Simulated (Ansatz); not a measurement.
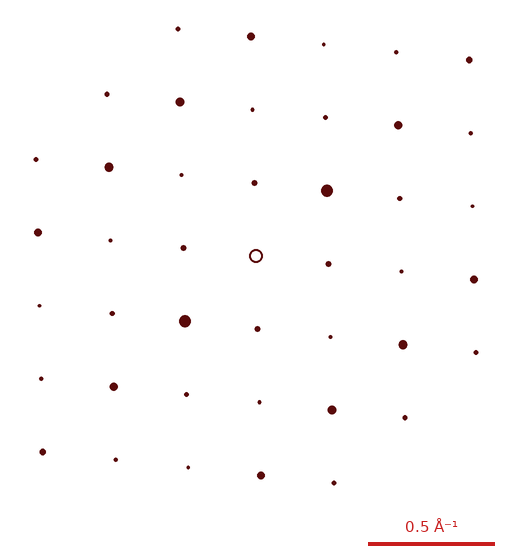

Computed electron diffraction pattern, 80 kV, single scattering only, B = 0.5 Å².

Phase: TiSn2, space group I4/mmm (No. 139), a = 3.676 Å, c = 9.537 Å. Structure: the end point of a relaxation with DFT, PAW plane waves, pbe, spin-orbit (Ansatz); the starting structure was generated, so it need not be a known form of this composition.

| atom | site | symmetry | x | y | z |
| --- | --- | --- | --- | --- | --- |
| Ti | 2a | 4/mmm | 0.0000 | 0.0000 | 0.0000 |
| Sn | 4e | 4mm | 0.0000 | 0.0000 | 0.3424 |

Question: Determine the zone axis from the geometry of the pattern.

Answer: The spots form a centred rectangular net with both shortest vectors at d = 3.43 Å, 82.6° apart. They index as -1 0 1 and 0 -1 1, so the zone axis is [111] (or an equivalent direction of <111>).

Question: List the strongest reflections.

Answer: Strongest reflections with d > 1.05 Å, one of each family (|F|² from tabulated Gaussian fits of the electron scattering factors, times a small damping for the curvature of the Ewald sphere):

| hkl | d (Å) | I (strongest = 100) |
| --- | --- | --- |
| 1 -1 0 | 2.599 | 100 |
| 2 1 -3 | 1.460 | 30 |
| 2 -2 0 | 1.300 | 23 |
| 3 0 -3 | 1.143 | 16 |
| 1 0 -1 | 3.430 | 4 |
| 2 2 -4 | 1.141 | 2 |
